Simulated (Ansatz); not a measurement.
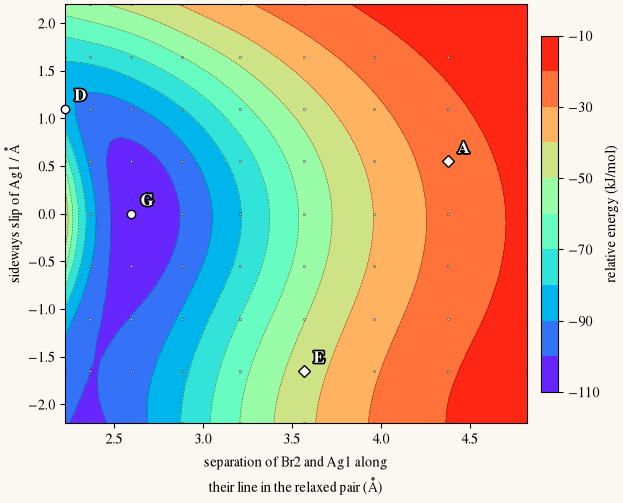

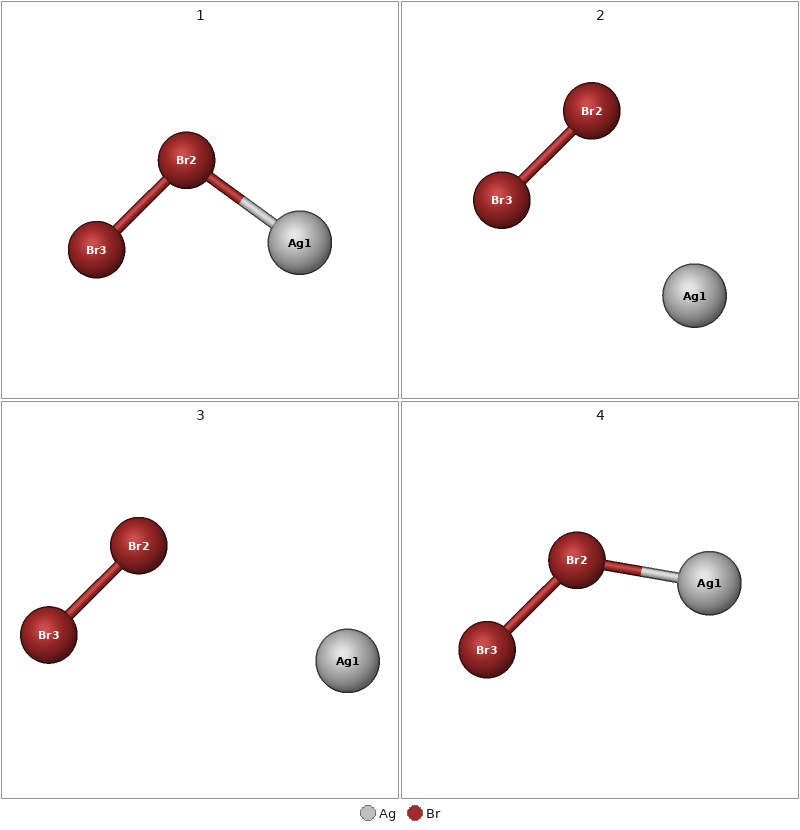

AgBr₂, charge +1. The first coordinate is: separation of Br2 and Ag1 along their line in the relaxed pair; the second: sideways slip of Ag1. Nothing is relaxed (both partners rigid). The scan uses a 9 × 9 grid. Points are written as (first, second). Energies: kJ/mol, counted from the ion and the molecule far apart, frozen as in the relaxed pair, each in its own basis (no counterpoise correction). Level of theory: Ansatz 0.2.0, RKS B3LYP-D4/def2-SVPD.

Drawn: filled contours, dots at the grid points, lettered points. Between grid points the surface is interpolated. The numbered pictures are the structures at these points, in random order.

> Which structure belongs to which point?

A is structure 3: (4.379 Å, 0.55 Å), −25 kJ/mol; D is structure 4: (2.222 Å, 1.10 Å), −86 kJ/mol; E is structure 2: (3.568 Å, −1.65 Å), −45 kJ/mol; G is structure 1: (2.595 Å, 0.00 Å), −106 kJ/mol.
